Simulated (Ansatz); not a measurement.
Fields on a plane of Al (fcc, Cu type)

```yaml
crystal:
  lattice:
    - [0.00000, 1.99536, 1.99536]
    - [1.99536, 0.00000, 1.99536]
    - [1.99536, 1.99536, 0.00000]
  atoms:
    - { symbol: Al, position: [0.00000, 0.00000, 0.00000] }
```

The slice is a {111} plane (indices of the conventional cell) through the point (0.000, 0.000, 0.000) (fractional), spanned by u = [100] and v = [-1 2 0] in vectors of this cell: u (2.82 Å) and v (4.89 Å, at 90° to u). It covers one period; positions are fractions (u, v).

Atoms on it: Al at (0.00, 0.00); Al at (0.50, 0.50).

Level of theory: r2SCAN (plane waves to 500 eV, PAW, scalar-relativistic; Ansatz, a quantum-chemistry and plane-wave program). k mesh 20×20×20. These are valence fields of a PAW run, semicore shells included where kept as valence: close to a nucleus they are smooth pseudo fields. Al was relaxed with its symmetry unable to fall. The PAW data are Ansatz's earlier set.

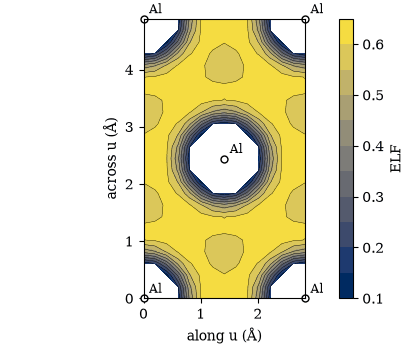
Figure: Electron localisation function (ELF), one period of the plane, atoms marked. Points within 0.5 Å of a nucleus are left white, as the pseudised field means little there.

```
v \ u  0.00  0.14  0.29  0.43  0.57  0.71  0.86
-----  ----  ----  ----  ----  ----  ----  ----
0.92   -1.1  -0.9  -0.7  -0.7  -0.7  -0.7  -0.9
0.83   -0.7  -0.7  -0.7  -0.7  -0.7  -0.7  -0.7
0.75   -0.7  -0.7  -0.7  -0.7  -0.7  -0.7  -0.7
0.67   -0.7  -0.7  -0.7  -0.7  -0.7  -0.7  -0.7
0.58   -0.7  -0.7  -0.8  -1.1  -1.1  -0.8  -0.7
0.50   -0.7  -0.7  -0.9  -1.3  -1.3  -0.9  -0.7
0.42   -0.7  -0.7  -0.8  -1.1  -1.1  -0.8  -0.7
0.33   -0.7  -0.7  -0.7  -0.7  -0.7  -0.7  -0.7
0.25   -0.7  -0.7  -0.7  -0.7  -0.7  -0.7  -0.7
0.17   -0.7  -0.7  -0.7  -0.7  -0.7  -0.7  -0.7
0.08   -1.1  -0.9  -0.7  -0.7  -0.7  -0.7  -0.9
0.00   -1.3  -1.1  -0.7  -0.7  -0.7  -0.7  -1.1
```

Values: log₁₀ of the valence density in e/Å³. The scale is logarithmic, as a density can span decades between atoms and voids.

| Quantity | Value |
|---|---|
| Density on the Al–Al line (2.82 Å) at its midpoint | 0.21 e/Å³ |
| ELF at that point | 0.62 |
| ELF maximum in the middle third of the Al–Al line | 0.63, 1.2 Å from Al |
